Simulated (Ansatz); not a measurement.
Molecule (SMILES): FSF.
Geometry (B3LYP-D3(BJ)/def2-TZVP, fixed):
```
S
F 1 1.6052
F 1 1.6052 2 98.75
```
Charge 0, spin multiplicity 1.

Basis-set convergence of the dipole moment at MP2 with Ansatz (a program for electronic structure). Dipoles come from the density behind the forces; the sign is taken along the dipole that this method gives in the largest set. The reference of a correlated method is not its basis-set limit, which lies further on. Cartesian d functions, on some or all atoms, in 6-31G**, 6-31+G*, 6-311+G**; all else is spherical. Cores are frozen. No added dispersion term, no relativity. Reference: the value in aug-pcseg-3, 1.118 D, itself unsure by roughly 0.005 D (its mean distance from aug-cc-pV(Q+d)Z, def2-QZVPPD). Deviations are taken from unrounded values.

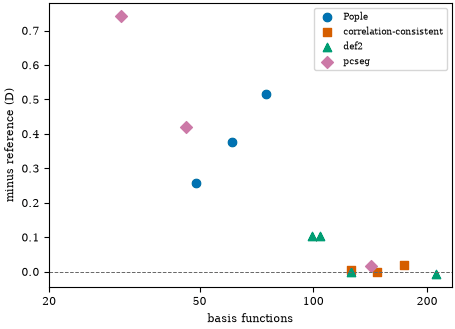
Deviation from the reference against the number of basis functions, by family of sets.

```
basis            functions  dipole moment (D)  minus reference (D)
---------------  ---------  -----------------  -------------------
pcseg-0                 31              1.859                0.741
pcseg-1                 46              1.539                0.421
6-31G**                 49              1.375                0.257
6-31+G*                 61              1.495                0.378
6-311+G**               75              1.632                0.515
def2-TZVP               99              1.222                0.104
def2-TZVPP             104              1.222                0.104
def2-TZVPD             126              1.116               -0.002
jun-cc-pV(T+d)Z        126              1.123                0.005
aug-pcseg-2            142              1.135                0.017
aug-cc-pV(T+d)Z        147              1.115               -0.002
cc-pV(Q+d)Z            174              1.136                0.018
def2-QZVPPD            211              1.111               -0.007
```
